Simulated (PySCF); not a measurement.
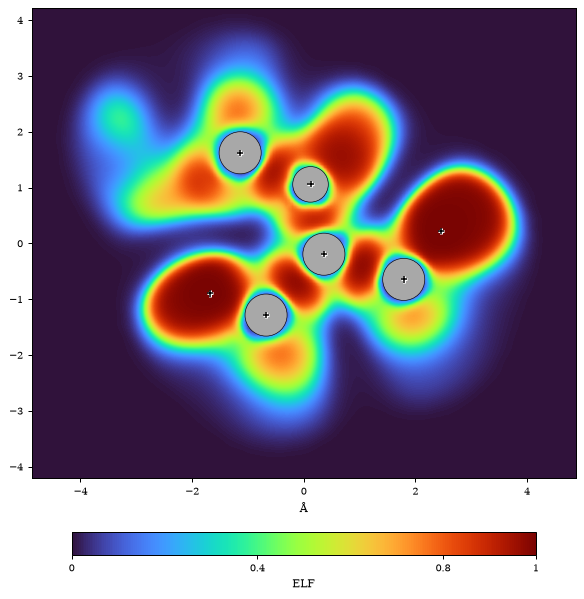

The electron localisation function on a plane through atoms (crosses mark nuclei in the plane; grey discs cover the cores).

Method: PySCF 2.14.0, CAM-B3LYP/def2-SVPD, SCF density, gas phase.

Candidates:
A. C10H20Si2
B. C5H9N (SMILES C=CN=C(C)C)

Question: Which candidate gave the map?

Answer: Candidate B: C5H9N on the plane of atoms C5, C4 and C6, which holds C, N and H. C–N (1.27 Å): the ELF peaks at about 0.90 between the atoms: a covalent bond. C–H (1.10 Å): the ELF climbs to about 1 towards the hydrogen, as it does in any bond to H: a covalent bond by its length.
